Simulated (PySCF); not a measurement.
## Geometry relaxation of GeBSi₂H₇

- system: GeBSi₂H₇, SMILES [SiH3]B[Si][GeH3]
- method: PBE0-D3(BJ)/def2-SVP geometry optimisation, gas phase (PySCF 2.14.0)

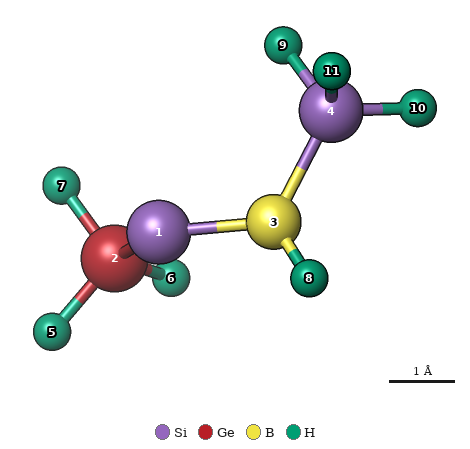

**Figure 1.** The input geometry (ball-and-stick view, seen at a tilt; atoms are numbered from 1 in the order of the input). Sticks mark near contacts. Bond lengths as drawn: B–H 1.21 Å, B–Si 1.87 to 1.96 Å, Ge–H 1.49 to 1.50 Å, Ge–Si 2.36 Å and H–Si 1.44 to 1.50 Å.

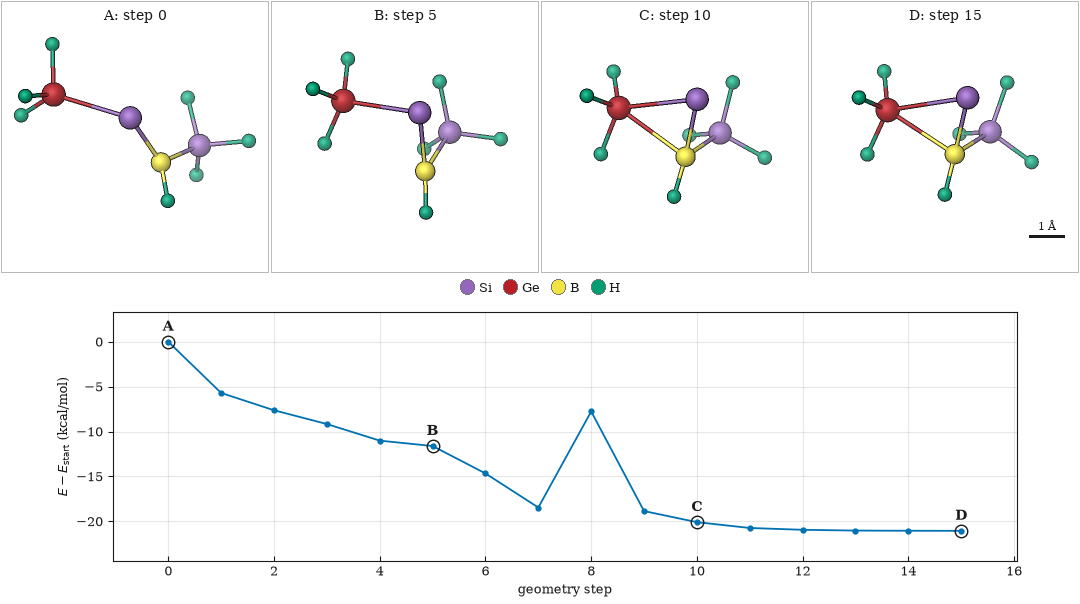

**Figure 2.** Frames of the relaxation (ball-and-stick view, seen at a tilt) above the curves, on which the letters mark them (steps are counted from 0).

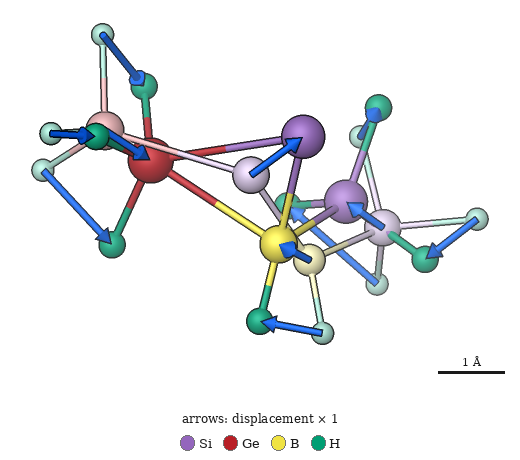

**Figure 3.** Start (faint) and end (solid) with the displacements as blue arrows, at true length (ball-and-stick view, seen at a tilt). The two geometries are laid on each other by the best rigid fit. The largest move after the best rigid fit is that of H10, 1.82 Å. Largest moves by element: H 1.82 Å, Si 1.01 Å, Ge 0.91 Å, B 0.69 Å. Distances before and after: Ge2–B3 3.712 → 2.332 Å, Si1–Ge2 2.359 → 2.567 Å, B3–Si4 1.958 → 2.072 Å, Si4–H10 1.441 → 1.496 Å. New bonds form: Ge2–B3 (3.71 → 2.33 Å). Among the angles that change: Ge2–Si1–B3 122.6° → 61.2°, Si1–B3–H8 120.7° → 156.1°, Si1–B3–Si4 121.7° → 88.9°. The energy falls by 21.1 kcal/mol in 15 geometry steps. The largest force component goes from 1.5 to 0.018 eV/Å. (Atoms are counted from 1 in the order of the input.)

The input that produced these results follows, with the program's output.

**Input**
```
{"job": {"xc": "PBE0", "basis": "def2-SVP", "d3": "d3bj", "grid": 2, "kind": "geom", "shake": 0.01}, "charge": 0, "multiplicity": 1}
Si    -0.356225     0.064310     1.341148
Ge    -1.348401    -2.027769     0.890857
B      1.138826     0.686881     0.415494
Si     0.966303     1.802066    -1.184788
H     -1.541689    -2.790061     2.173596
H     -0.830352    -3.091857    -0.037988
H     -2.753806    -1.840317     0.416938
H      2.227176     0.721540     0.948664
H     -0.402904     1.672439    -1.788397
H      1.885911     1.530160    -2.260461
H      1.047848     3.244107    -0.904764
```

The first line tells a small driver script what to run in PySCF; the rest is the geometry in Å.

Launched with:
```bash
OMP_NUM_THREADS=1 python <driver script> task.json out
```

**Log**
```
step   0  E = -2683.93527843  max force = 0.029526
step   1  E = -2683.94436545  max force = 0.014217
step   2  E = -2683.94743435  max force = 0.006531
step   3  E = -2683.94988059  max force = 0.005313
step   4  E = -2683.95282399  max force = 0.010515
step   5  E = -2683.95378267  max force = 0.015916
step   6  E = -2683.95864364  max force = 0.005814
step   7  E = -2683.96469390  max force = 0.010115
step   8  E = -2683.94764788  max force = 0.044790
step   9  E = -2683.96532371  max force = 0.013946
step  10  E = -2683.96729406  max force = 0.005575
step  11  E = -2683.96832529  max force = 0.005680
step  12  E = -2683.96864953  max force = 0.002356
step  13  E = -2683.96878462  max force = 0.000989
step  14  E = -2683.96881930  max force = 0.000854
step  15  E = -2683.96883139  max force = 0.000341
optimisation converged
```

**Trajectory as extended XYZ (Å, eV, eV/Å), 16 frames, from step=0 to step=15**
```
11
Properties=species:S:1:pos:R:3:forces:R:3 step=0 energy=-73033.59891
Si   -0.3562    0.0643    1.3412   -0.3513   0.2817   0.2118
Ge   -1.3484   -2.0278    0.8909    0.1819  -0.3071  -0.0355
B     1.1388    0.6869    0.4155    0.7389  -0.5162   0.4575
Si    0.9663    1.8021   -1.1848   -1.5183   0.4657  -0.2265
H    -1.5417   -2.7901    2.1736    0.0627  -0.1217   0.8441
H    -0.8304   -3.0919   -0.0380    0.6534  -0.2337  -0.5788
H    -2.7538   -1.8403    0.4169   -0.8536   0.5102  -0.2924
H     2.2272    0.7215    0.9487    0.0292  -0.0939   0.0514
H    -0.4029    1.6724   -1.7884   -0.0338  -0.0879  -0.0600
H     1.8859    1.5302   -2.2605    0.8801  -0.4041  -0.6545
H     1.0478    3.2441   -0.9048    0.2107   0.5071   0.2827
11
Properties=species:S:1:pos:R:3:forces:R:3 step=1 energy=-73033.84619
Si   -0.3855    0.1173    1.4008   -0.2425   0.2816   0.1659
Ge   -1.3268   -1.9897    0.8664   -0.1182  -0.5247  -0.1281
B     1.1451    0.6557    0.4575    0.4233  -0.2706   0.2424
Si    0.9016    1.7612   -1.1806   -0.7311   0.3017  -0.1708
H    -1.5249   -2.7612    2.1785    0.0568   0.0461   0.2335
H    -0.6805   -2.9895   -0.1031    0.2549   0.0924  -0.1202
H    -2.7431   -1.7522    0.3334   -0.1737   0.2205  -0.0698
H     2.2453    0.6680    0.9646    0.0473  -0.0452  -0.0437
H    -0.4823    1.6411   -1.7504   -0.0034  -0.0689  -0.0222
H     1.8363    1.4053   -2.2660    0.3321  -0.1762  -0.1928
H     1.0474    3.2155   -0.8909    0.1545   0.1432   0.1059
11
Properties=species:S:1:pos:R:3:forces:R:3 step=2 energy=-73033.92969
Si   -0.4079    0.1681    1.3996   -0.0912   0.2316   0.1395
Ge   -1.3122   -1.9638    0.8438   -0.1338  -0.3358  -0.1647
B     1.1765    0.6203    0.4824    0.1528  -0.1652   0.2236
Si    0.8388    1.7335   -1.1616   -0.1577   0.1365  -0.1439
H    -1.5607   -2.7002    2.1796    0.0391   0.0785   0.0021
H    -0.5444   -2.9263   -0.0860    0.0640   0.0988   0.0157
H    -2.6977   -1.7011    0.2125    0.0371   0.0442   0.0155
H     2.2898    0.6027    0.9629   -0.0073   0.0240  -0.1347
H    -0.5676    1.6213   -1.6784    0.0292  -0.0313   0.0229
H     1.7570    1.3284   -2.2718    0.0245  -0.0452   0.0039
H     1.0612    3.1884   -0.8726    0.0432  -0.0363   0.0202
11
Properties=species:S:1:pos:R:3:forces:R:3 step=3 energy=-73033.99626
Si   -0.4098    0.2655    1.4861   -0.0055   0.1919   0.0000
Ge   -1.2655   -1.8610    0.7573    0.0523   0.0602  -0.1157
B     1.2240    0.6104    0.5931   -0.1301  -0.1725   0.2646
Si    0.7328    1.6190   -1.1049    0.2732  -0.0264  -0.0326
H    -1.5556   -2.6377    2.0620    0.0043   0.0092  -0.0889
H    -0.3561   -2.6995   -0.1640   -0.0843  -0.0143   0.0364
H    -2.6038   -1.5474    0.0456    0.0937  -0.0919   0.0436
H     2.3630    0.5798    0.9966    0.0229   0.0635  -0.1899
H    -0.7085    1.4765   -1.4935   -0.0169   0.0147   0.0208
H     1.5775    1.0855   -2.2346   -0.1462   0.0418   0.1028
H     1.0348    3.0805   -0.9335   -0.0633  -0.0763  -0.0411
11
Properties=species:S:1:pos:R:3:forces:R:3 step=4 energy=-73034.07635
Si   -0.4084    0.4327    1.5278    0.1009   0.1221  -0.1437
Ge   -1.1690   -1.6901    0.6248    0.1813   0.3295   0.0231
B     1.2965    0.5720    0.7158   -0.3834  -0.1719   0.4380
Si    0.5944    1.4551   -0.9965    0.5407  -0.0608  -0.0831
H    -1.5835   -2.4837    1.8819    0.0034  -0.0614  -0.1108
H    -0.1051   -2.4488   -0.1892   -0.1480  -0.1233  -0.0175
H    -2.4080   -1.3512   -0.2338    0.0724  -0.1558   0.0240
H     2.4618    0.5035    1.0110    0.0423   0.0681  -0.2429
H    -0.8873    1.3102   -1.1694   -0.0756   0.0463   0.0281
H     1.2774    0.7625   -2.1531   -0.2040   0.0809   0.1345
H     0.9640    2.9092   -1.0089   -0.1299  -0.0736  -0.0498
11
Properties=species:S:1:pos:R:3:forces:R:3 step=5 energy=-73034.10244
Si   -0.4226    0.6489    1.4769   -0.0691  -0.1215   0.2362
Ge   -1.0411   -1.5126    0.5034    0.2219   0.3277   0.2563
B     1.3295    0.4986    0.8078   -0.6043  -0.0430   0.3772
Si    0.4712    1.3175   -0.8810    0.8184   0.0649  -0.5078
H    -1.6253   -2.2731    1.7079    0.0231  -0.1216  -0.0682
H     0.1407   -2.2756   -0.1152   -0.1108  -0.1784  -0.0870
H    -2.1352   -1.2214   -0.5396    0.0236  -0.1181  -0.0344
H     2.5024    0.3298    0.9913    0.0654   0.0174  -0.2454
H    -1.0289    1.2716   -0.8211   -0.0531   0.1183   0.0284
H     0.9184    0.4599   -2.0355   -0.1840   0.0688   0.0846
H     0.9236    2.7279   -1.0847   -0.1311  -0.0145  -0.0398
11
Properties=species:S:1:pos:R:3:forces:R:3 step=6 energy=-73034.23471
Si   -0.5370    0.6948    1.4982   -0.2772   0.0730   0.1901
Ge   -1.0100   -1.5218    0.5523    0.2990   0.2944   0.0576
B     1.1856    0.4531    0.8138   -0.1461   0.0490   0.0321
Si    0.5285    1.3755   -0.9176    0.1230  -0.2319   0.0059
H    -1.5726   -2.3135    1.7399    0.0124  -0.0597   0.1005
H     0.1838   -2.2782   -0.0441    0.0387  -0.1546  -0.0905
H    -2.0978   -1.3606   -0.5120   -0.0915   0.0042  -0.1450
H     2.3460    0.1919    0.9468    0.1119  -0.0838  -0.0749
H    -0.9709    1.5153   -0.8942   -0.0591   0.0604  -0.0109
H     0.8704    0.4832   -2.0617   -0.0419  -0.0381  -0.1087
H     1.1065    2.7319   -1.1112    0.0307   0.0870   0.0438
11
Properties=species:S:1:pos:R:3:forces:R:3 step=7 energy=-73034.39935
Si   -0.6946    0.8644    1.6269   -0.2717   0.3817   0.0900
Ge   -0.8286   -1.3308    0.5111    0.2231  -0.3076   0.0882
B     0.9525    0.3620    0.9311    0.1358  -0.1374  -0.5201
Si    0.4731    1.2568   -0.8892   -0.4602   0.1863   0.5026
H    -1.3942   -2.2571    1.5970    0.0016   0.0109   0.1407
H     0.4492   -1.9973   -0.0324    0.0729  -0.1057  -0.0699
H    -1.8244   -1.2645   -0.6506   -0.0682   0.1364  -0.1328
H     2.0560   -0.1042    0.9204    0.0946  -0.0935   0.1639
H    -0.9627    1.7390   -0.8255    0.0508   0.0127  -0.1082
H     0.5233    0.2458   -1.9701    0.0226  -0.1597  -0.1907
H     1.2832    2.4574   -1.2085    0.1987   0.0760   0.0363
11
Properties=species:S:1:pos:R:3:forces:R:3 step=8 energy=-73033.93550
Si   -0.8886    1.0249    1.4614   -0.0203   0.3453   0.1218
Ge   -0.7202   -1.2909    0.5647   -1.3516  -2.3032  -0.6536
B     0.6449    0.1780    0.8649    1.9199   1.4844  -0.2105
Si    0.4933    1.2851   -0.9004   -0.5198   0.1937   0.6252
H    -1.3122   -2.1406    1.7004   -0.0748   0.1270   0.1377
H     0.6146   -1.9807    0.1895   -0.3819  -0.3884  -0.1692
H    -1.5960   -1.4391   -0.6874   -0.1958   0.0921  -0.0597
H     1.6523   -0.4752    0.8141    0.3538   0.7456   0.4666
H    -0.7769    2.1194   -0.8528    0.0366  -0.0672  -0.1143
H     0.3433    0.4062   -2.0798    0.0186  -0.1866  -0.2280
H     1.5781    2.2844   -1.0642    0.2153  -0.0428   0.0838
11
Properties=species:S:1:pos:R:3:forces:R:3 step=9 energy=-73034.41649
Si   -0.7936    0.9451    1.5337   -0.1082   0.3510   0.1341
Ge   -0.7801   -1.3284    0.5444   -0.1263  -0.7171  -0.2316
B     0.8098    0.2662    0.8890    0.4933   0.1420  -0.3462
Si    0.4819    1.2859   -0.8987   -0.4340   0.1239   0.4002
H    -1.3682   -2.1985    1.6680   -0.0080   0.1011   0.1112
H     0.5243   -2.0249    0.0912   -0.0712  -0.0994  -0.0658
H    -1.7182   -1.3634   -0.6717   -0.0695   0.0975  -0.0551
H     1.8743   -0.2914    0.8780    0.0908   0.1688   0.2296
H    -0.8851    1.9429   -0.8632    0.0464  -0.0327  -0.0902
H     0.4462    0.3384   -2.0401    0.0192  -0.1212  -0.1568
H     1.4413    2.3996   -1.1201    0.1675  -0.0139   0.0707
11
Properties=species:S:1:pos:R:3:forces:R:3 step=10 energy=-73034.47010
Si   -0.7726    0.9254    1.4827   -0.0690   0.2111   0.1755
Ge   -0.8178   -1.3864    0.5525    0.1666  -0.2808  -0.2044
B     0.8669    0.2931    0.8639    0.1065  -0.0646  -0.2249
Si    0.4959    1.3226   -0.9037   -0.2867  -0.0254   0.1274
H    -1.4127   -2.1943    1.7208    0.0059   0.1107   0.0655
H     0.4553   -2.1399    0.0948   -0.0398  -0.0012  -0.0189
H    -1.7823   -1.4122   -0.6482   -0.0237   0.0719   0.0010
H     1.9526   -0.2257    0.8835   -0.0124   0.0676   0.1380
H    -0.8927    1.9278   -0.8837    0.0325  -0.0172  -0.0542
H     0.5126    0.3892   -2.0663    0.0233  -0.0209  -0.0698
H     1.4275    2.4718   -1.0860    0.0969  -0.0512   0.0647
11
Properties=species:S:1:pos:R:3:forces:R:3 step=11 energy=-73034.49816
Si   -0.7981    0.9268    1.5042    0.1081   0.0877   0.0197
Ge   -0.7964   -1.3964    0.5470    0.0929  -0.2921  -0.1758
B     0.8372    0.2978    0.8560   -0.0822  -0.0717   0.0170
Si    0.4699    1.3137   -0.9085    0.0066   0.0607  -0.1243
H    -1.3464   -2.1752    1.7619   -0.0079   0.0732  -0.0515
H     0.4481   -2.1686    0.0291   -0.1112   0.0760   0.0419
H    -1.8168   -1.3883   -0.6183    0.0685   0.0212   0.1285
H     1.9319   -0.2049    0.9245   -0.0792   0.0879   0.0144
H    -0.8977    1.9543   -0.9682    0.0462  -0.0267   0.0156
H     0.5347    0.3859   -2.0901   -0.0019   0.0770   0.1164
H     1.4662    2.4264   -1.0272   -0.0400  -0.0933  -0.0018
11
Properties=species:S:1:pos:R:3:forces:R:3 step=12 energy=-73034.50699
Si   -0.8031    0.9362    1.4980    0.0208   0.0606   0.0321
Ge   -0.7810   -1.4077    0.5389    0.0703  -0.1211  -0.0489
B     0.8219    0.2969    0.8547   -0.1185  -0.0648   0.0208
Si    0.4623    1.3159   -0.9093    0.0605   0.0242  -0.0727
H    -1.3345   -2.1551    1.7673   -0.0233   0.0137  -0.0153
H     0.4457   -2.1891    0.0170   -0.0232   0.0196   0.0153
H    -1.8132   -1.3880   -0.6064    0.0028   0.0144   0.0373
H     1.9139   -0.1990    0.9333    0.0244   0.0395  -0.0121
H    -0.8885    1.9813   -0.9783    0.0080   0.0017   0.0131
H     0.5187    0.3857   -2.0836   -0.0066   0.0274   0.0495
H     1.4904    2.3943   -1.0213   -0.0154  -0.0152  -0.0192
11
Properties=species:S:1:pos:R:3:forces:R:3 step=13 energy=-73034.51066
Si   -0.8130    0.9431    1.4904   -0.0137   0.0356   0.0329
Ge   -0.7672   -1.4242    0.5397    0.0165  -0.0119  -0.0154
B     0.8005    0.2878    0.8468   -0.0509  -0.0368   0.0311
Si    0.4623    1.3253   -0.9121    0.0481  -0.0099  -0.0088
H    -1.3430   -2.1427    1.7738   -0.0085  -0.0062   0.0006
H     0.4485   -2.2206    0.0275    0.0123  -0.0147   0.0037
H    -1.8020   -1.3933   -0.5991   -0.0207  -0.0020  -0.0084
H     1.8962   -0.1987    0.9289    0.0329   0.0266  -0.0195
H    -0.8721    2.0195   -0.9834   -0.0055   0.0157   0.0048
H     0.5044    0.4005   -2.0866   -0.0072  -0.0109  -0.0083
H     1.5183    2.3749   -1.0156   -0.0033   0.0144  -0.0128
11
Properties=species:S:1:pos:R:3:forces:R:3 step=14 energy=-73034.51161
Si   -0.8138    0.9447    1.5048   -0.0112   0.0144  -0.0016
Ge   -0.7595   -1.4268    0.5345   -0.0009   0.0308   0.0168
B     0.7956    0.2902    0.8538   -0.0190  -0.0294  -0.0092
Si    0.4613    1.3233   -0.9109   -0.0014  -0.0007   0.0439
H    -1.3475   -2.1431    1.7636   -0.0022  -0.0165   0.0104
H     0.4528   -2.2280    0.0247    0.0170  -0.0171  -0.0006
H    -1.7960   -1.3844   -0.6020   -0.0137   0.0004  -0.0207
H     1.8957   -0.1878    0.9272    0.0266   0.0092  -0.0056
H    -0.8660    2.0324   -0.9770   -0.0021   0.0109  -0.0048
H     0.4838    0.3896   -2.0777   -0.0012  -0.0186  -0.0218
H     1.5262    2.3612   -1.0307    0.0081   0.0166  -0.0068
11
Properties=species:S:1:pos:R:3:forces:R:3 step=15 energy=-73034.51194
Si   -0.8167    0.9476    1.4991    0.0027  -0.0020  -0.0017
Ge   -0.7584   -1.4313    0.5367   -0.0142   0.0176  -0.0068
B     0.7903    0.2843    0.8495    0.0051  -0.0080   0.0091
Si    0.4627    1.3275   -0.9104   -0.0051  -0.0084   0.0116
H    -1.3557   -2.1410    1.7663    0.0047  -0.0029   0.0018
H     0.4537   -2.2418    0.0379    0.0010  -0.0053   0.0022
H    -1.7909   -1.3907   -0.6055    0.0029  -0.0042  -0.0033
H     1.8936   -0.1889    0.9217    0.0025   0.0108  -0.0048
H    -0.8592    2.0474   -0.9757    0.0010   0.0040  -0.0045
H     0.4794    0.3978   -2.0822   -0.0012  -0.0025  -0.0052
H     1.5339    2.3606   -1.0273    0.0006   0.0010   0.0016
```

**Key numbers**

```tsv
quantity	value
outcome	converged
total energy	−2683.968831 hartree
dipole moment	0.29 D
point group	C1
hardware	1 CPU thread, shared host
wall time	2.3 min
peak memory	0.62 GiB
```
